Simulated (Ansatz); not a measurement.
# Surface energy of W(110) slab (24 atoms)

What is the surface energy of this cell, counted against the bulk crystal, and how far does it hang on functional and mesh?

Calculated with Ansatz 0.2.0: Kohn-Sham DFT, PBE, PAW (set soft_2), plane waves; cutoff 420 eV, fermi-dirac smearing of 0.1 eV. Cutoffs: 420 eV for PBE and PBEsol; 500 eV for r2SCAN.

**The cells**

The cell holds 24 atoms: 24 W. Its edges and angles: a = 5.517 Å, b = 5.517 Å, c = 26.261 Å, α = 90.0°, β = 90.0°, γ = 109.5°. It derives from W. The starting structure: Slab of W cut on (1 1 0), 11.3 Å thick, 2 x 2 surface cells, both faces free, 15 Å of vacuum; not relaxed. Lattice constants are starting values near those of PBE. Vacuum lies along c.

The bulk reference is W2 in a cell of 2 atoms, 16.155 Å³ an atom.

The input of the single point on the relaxed cell:

```yaml
crystal:
  lattice:
    - [5.51658, 0.0, 0.0]
    - [-1.83886, 5.20108, 0.0]
    - [0.0, 0.0, 26.26068]
  atoms:
    - { symbol: W, position: [0.0, 0.0, 0.28864] }
    - { symbol: W, position: [0.25, 0.25, 0.371] }
    - { symbol: W, position: [0.0, 0.0, 0.45713] }
    - { symbol: W, position: [0.25, 0.25, 0.54287] }
    [... 18 atom lines left out ...]
    - { symbol: W, position: [0.5, 0.5, 0.629] }
    - { symbol: W, position: [0.75, 0.75, 0.71136] }
kpoints:
  mp_grid: { grid: [7, 7, 1] }
hamiltonian:
  xc: pbe
scf:
  occupations: { method: fermi_dirac, width: 0.1 }
output:
  forces: true
  populations: true
  dos:
    method: { smearing: { sigma: 0.08 } }
    de: 0.1
    projected: { site_lists: { W: [W] } }
  eigenvalues: true
  write_density: true
  write_potential: true
  volumetric_format: npy
```

```
       cell  formula                    k-mesh  relaxation steps  gain on relaxing (eV)  free energy, PBE (eV)  time of its runs on this page
W(110) slab      W24  7×7×1 (relaxed on 5×5×1)                 5                   0.25            -249224.358                           17 s
     bulk W       W2                  17×17×17                 -                      -             -20769.662                          5.1 s
```

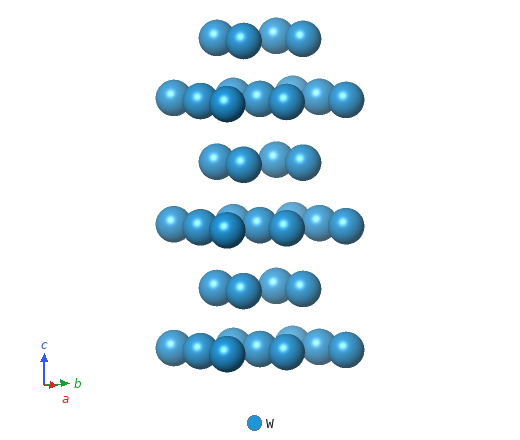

The relaxed cell. Some periodic images of atoms are drawn too.

**Surface energy**

The excess is the cell's free energy less 12 times that of the bulk cell. It is divided by twice the area, as the cell holds two faces, so the value is their mean, and they need not be alike (28.69 Å²), with 1 eV/Å² = 16.022 J/m².

```
           level  k-mesh  excess (eV)  surface energy (J/m²)  per area (meV/Å²)
             PBE   7×7×1       11.584                  3.234              201.9
PBE, denser mesh   9×9×1       11.608                  3.241              202.3
          r2SCAN   7×7×1       12.610                  3.521              219.7
          PBEsol   7×7×1       12.698                  3.545              221.3
```

Worked for the first row at PBE: (-249224.358) − 12 × (-20769.662) = 11.584 eV (from unrounded energies).

Then 11.584 / (2 × 28.69) × 16.022 = 3.234 J/m².

**Findings**

At PBE the surface energy is 3.23 J/m². At the same geometries the levels give 3.23 (PBE) to 3.55 J/m² (PBEsol) and the denser mesh leaves it within 0.01 J/m². Relaxing the atoms lowered it by 0.070 J/m² from the start (on the 5×5×1 mesh of the relaxation), and the farthest atom moved 0.08 Å.

Limits: The cell edges were held, so the lattice is the typed one for every functional. Cell and bulk are sampled on unlike meshes, and the error grows with the number of atoms subtracted. These are free energies under a smearing of 0.1 eV, whose entropy term isn't removed. Spin–orbit coupling is left out, which matters for the levels of the heavy elements. In some runs the program notes that the exchange-correlation potential is rough where the density is thin.

[Logs are printed without paths, hosts, clocks, repeated set-up lines and the standing remarks that a program may print on its own settings, such as how far it seeks lower states.]

[Hosts, paths, dates, database ids (printed as entryN), source tags and the programs' standing remarks are cut or masked in the printed files.]
